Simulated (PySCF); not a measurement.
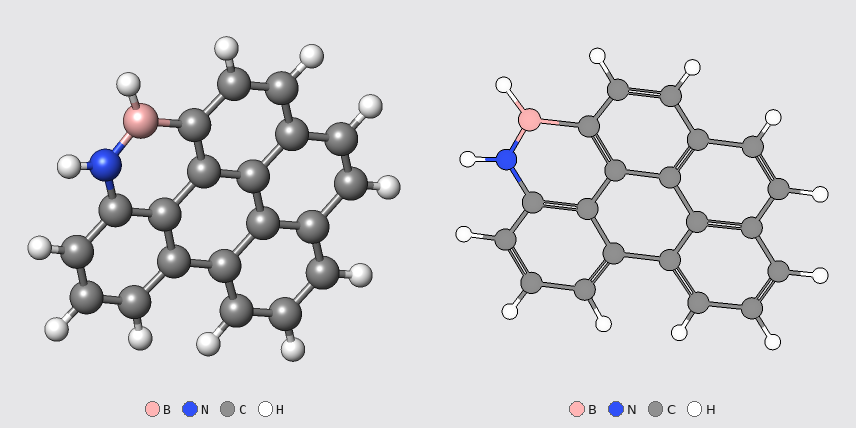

Both panels show the same species.

Computed geometry: GFN2-xTB optimisation. No frequency run is at hand to confirm it as a minimum.

> Count the atoms of each element.

C20H12BN, 34 atoms: 20 carbon, 12 hydrogen, 1 boron and 1 nitrogen.

> Describe its rings.

Independent rings (smallest set): 6 of 6 members, 5 of them aromatic.

> Give a SMILES string for it.

B1Nc2cccc3c4cccc5ccc6ccc1c(c23)c6c54

The parts below concern this one geometry. Atoms keep their numbers from picture to picture.

### Geometry

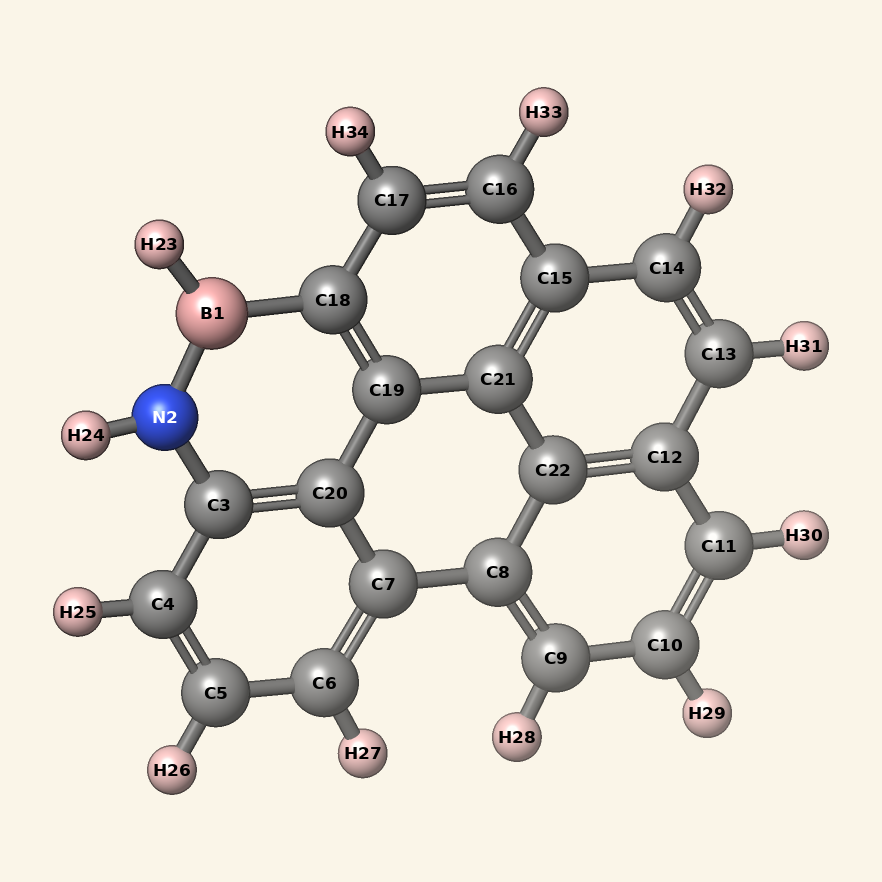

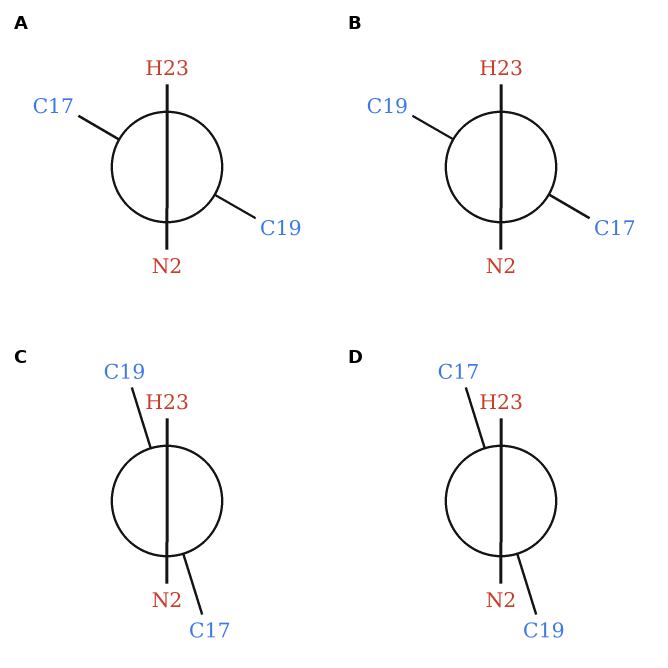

Distant atoms are faded towards the background colour. Bonds that would overlap in a projection are set slightly apart. No frequency run is at hand to confirm it as a minimum.

> Which Newman projection shows the view along B1–C18, with B1 in front?

D. The torsion angle N2–B1–C18–C17 is 180°, antiperiplanar (anti).

### Dipole moment

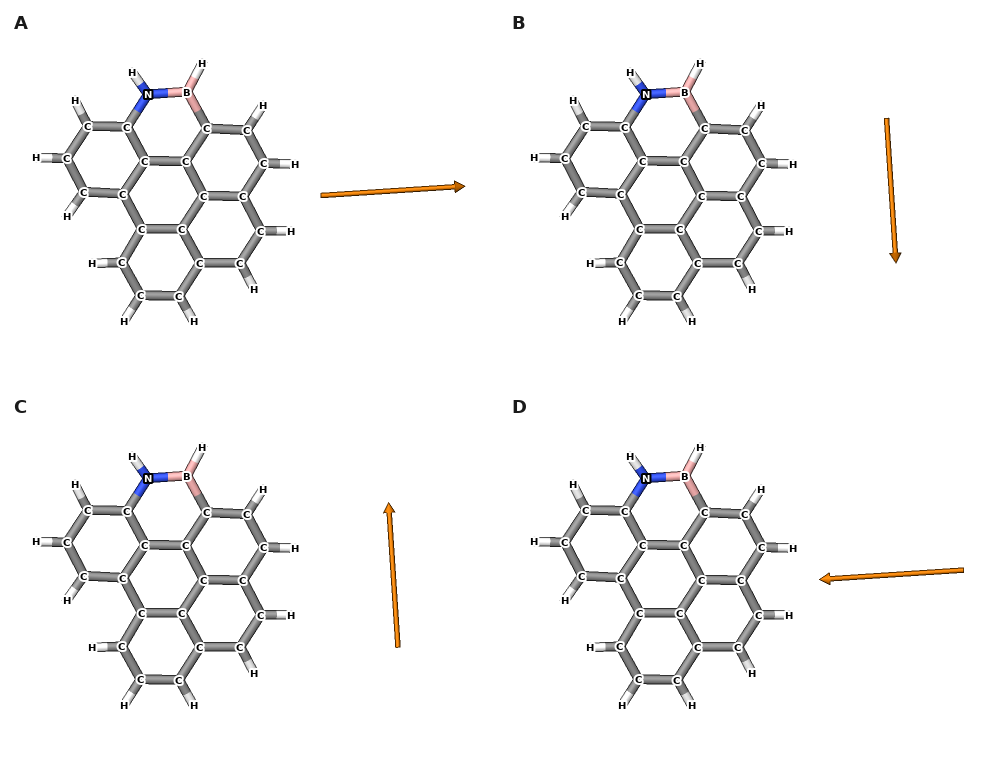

The same molecule four times, each with an arrow. No frequency run is at hand to confirm it as a minimum. Properties computed with CAM-B3LYP/def2-SVP, gas phase (PySCF 2.14.0).

> Which arrow points along the dipole moment, from the negative to the positive end?

D. The dipole moment is 1.12 D.

### Ring current

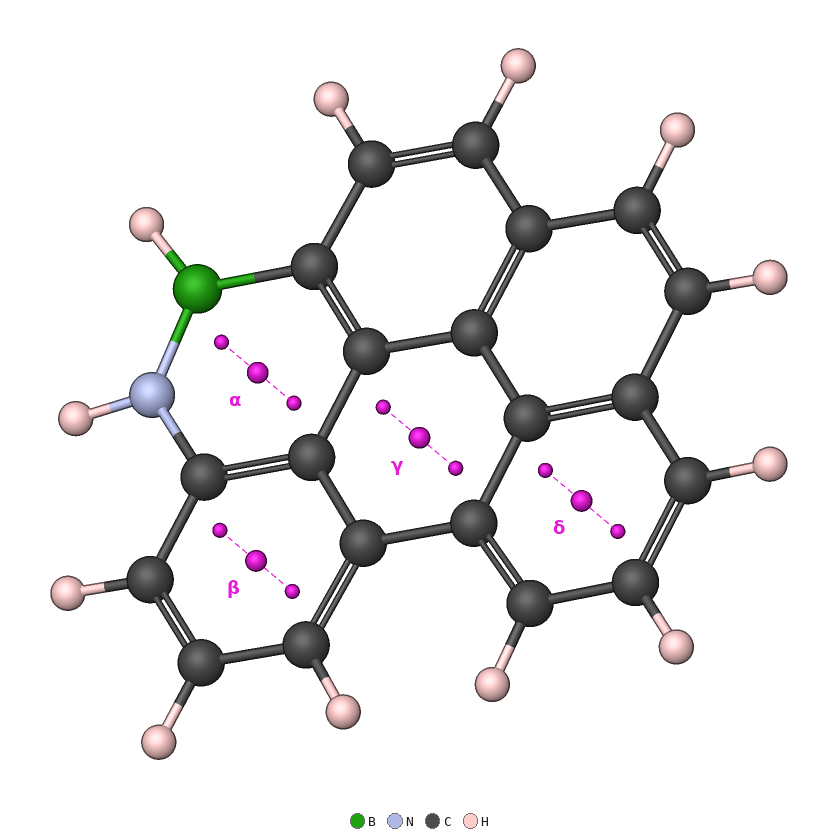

The small points mark where nucleus-independent chemical shifts (NICS) were computed: at the centre of each lettered ring and 1 Å above and below it. No frequency run is at hand to confirm it as a minimum. Properties computed with GIAO KT3/pcSseg-1 NMR shielding, non-relativistic, gas phase (PySCF 2.14.0).

Give NICS(0), NICS(1) and the out-of-plane component NICS(1)zz for each ring (means of the two sides).

```tsv
ring	members	NICS(0)	NICS(1)	NICS(1)zz
α	C4BN	−0.6	−3.8	−5.6
β	C6	−9.6	−11.4	−27.6
γ	C6	1.3	−3.5	−2.5
δ	C6	−10.1	−12.5	−31.1
```

Values in ppm.

> What do the values say about the ring currents?

Ring α: weak, as in a non-aromatic ring. Ring β: diatropic, as in an aromatic ring. Ring γ: weak, as in a non-aromatic ring. Ring δ: diatropic, as in an aromatic ring. NICS is one index among several.

### NMR shielding

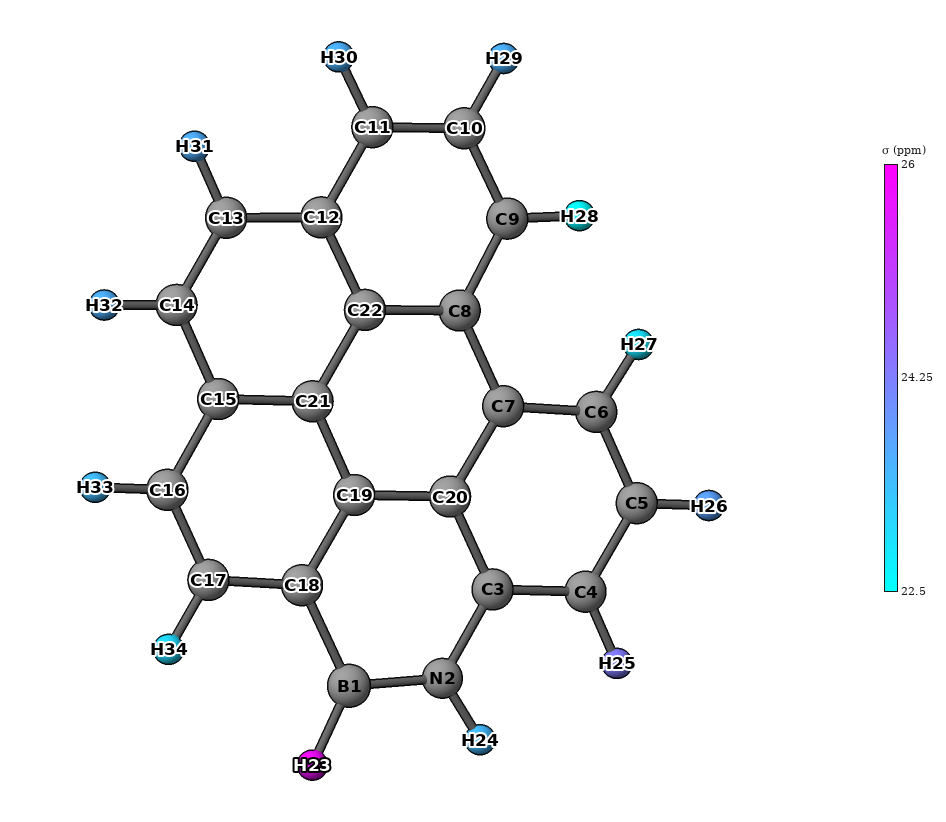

Atoms are coloured by their isotropic NMR shieldings (H only, the others grey). No frequency run is at hand to confirm it as a minimum. Properties computed with GIAO KT3/pcSseg-1 NMR shielding, non-relativistic, gas phase (PySCF 2.14.0).

> Which H atom is the most shielded (lowest chemical shift)?

H23 (25.80 ppm).

> Which H atom is the least shielded (highest chemical shift)?

H28 (22.57 ppm).

> How wide is the range of H shifts?

3.23 ppm.

List the isotropic NMR shieldings of the H atoms.

```tsv
atom	σ (ppm)
H23	25.80
H24	23.44
H25	24.29
H26	23.76
H27	22.86
H28	22.57
H29	23.55
H30	23.55
H31	23.59
H32	23.58
H33	23.42
H34	22.99
```

### Polarisability

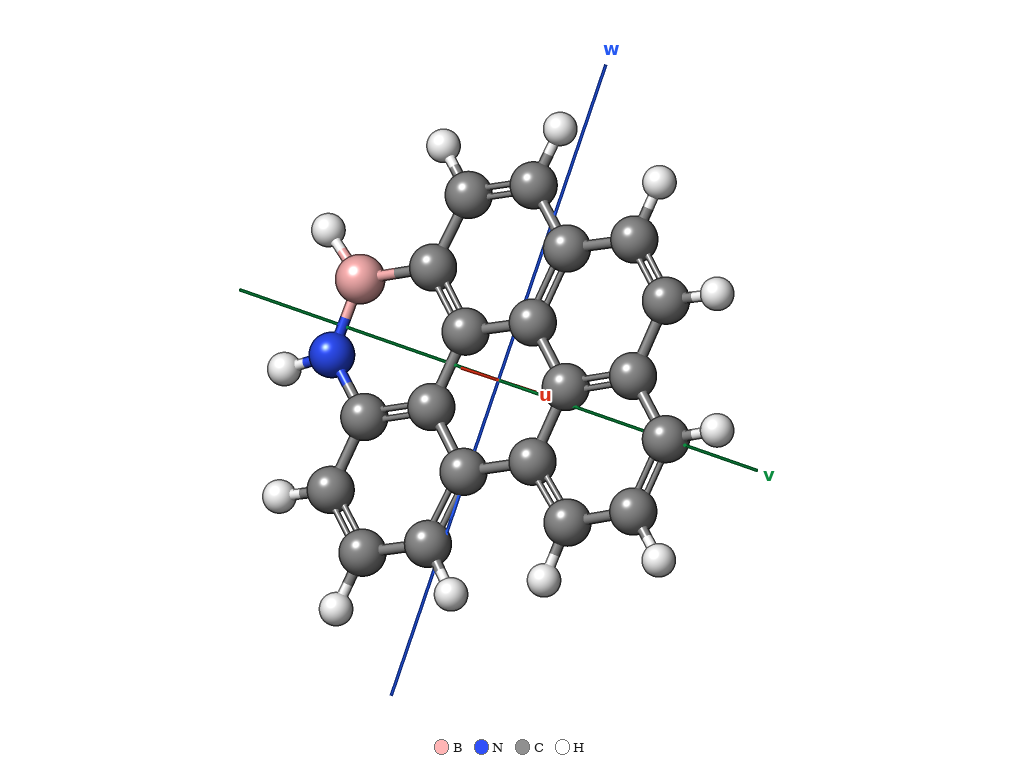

The lines u, v and w are the principal axes of the static dipole polarisability. No frequency run is at hand to confirm it as a minimum. Computed with CAM-B3LYP/def2-SVP (PySCF 2.14.0).

> Along which axis is the molecule most polarisable, and along which least?

Most along v, least along u.

> Give the three principal values.

u 87.7, v 323.3, w 303.6 bohr³; mean 238.2, anisotropy 226.4 bohr³.

The geometry is semi-empirical. Around B such bond lengths and angles can be off by a tenth of an ångström or more and by several degrees, and values that hang on the shape move with them.
